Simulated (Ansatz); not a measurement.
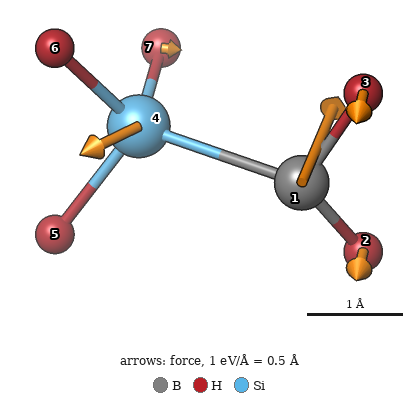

Starting geometry of BSiH5 with the computed forces as orange arrows. The picture is a ball-and-stick view, seen from a free direction.

It is one of the separated products of a reaction.

Method: Ansatz, RKS PBE0-D4/def2-TZVP.

The input:
```yaml
crystal:
  periodic: [false, false, false]
  atoms:
    - {symbol: B, position_ang: [-0.597552, -0.487320, -0.256503]}
    - {symbol: H, position_ang: [-0.573128, -1.086195, -1.308731]}
    - {symbol: H, position_ang: [-1.565754, -0.774816, 0.411547]}
    - {symbol: Si, position_ang: [1.120628, -0.720173, 0.777209]}
    - {symbol: H, position_ang: [2.342511, -0.282479, 0.019858]}
    - {symbol: H, position_ang: [1.174973, 0.085860, 2.044305]}
    - {symbol: H, position_ang: [1.364950, -2.136777, 1.175317]}
basis:
  gaussian: {orbitals: def2-TZVP}
hamiltonian: {xc: pbe0, dispersion: d4}
relax: {f_tol: 0.005, max_steps: 200}
```

Command:
```bash
ansatz run in.yaml --threads 2 --pin off --events-out ev --progress --plain --max-ram 4352MiB
```

Question: What follows when this structure is relaxed?

Answer: It isn't relaxed: the largest force vector, on B1, is 3.35 eV/Å. The atoms end up moving mostly along the starting forces (cosine between the two patterns 0.85). B1 moves most after the best rigid fit: 0.28 Å. Largest moves by element: B 0.28 Å, H 0.14 Å, Si 0.06 Å. Among the contacts that change: B1–H2 1.211 → 1.196 Å, Si4–H5 1.503 → 1.488 Å, B1–Si4 2.019 → 2.008 Å. Bond angles that change, for instance: H2–B1–Si4 111.8° → 121.2°, B1–Si4–H7 112.7° → 105.1°, H2–B1–H3 112.2° → 117.5°. After 6 geometry steps the energy has fallen by 61.7 kJ/mol. The largest force component goes from 3.2 to 0.0022 eV/Å. The run took 8.5 s on 2 threads of Arm Neoverse V1, on a shared host.
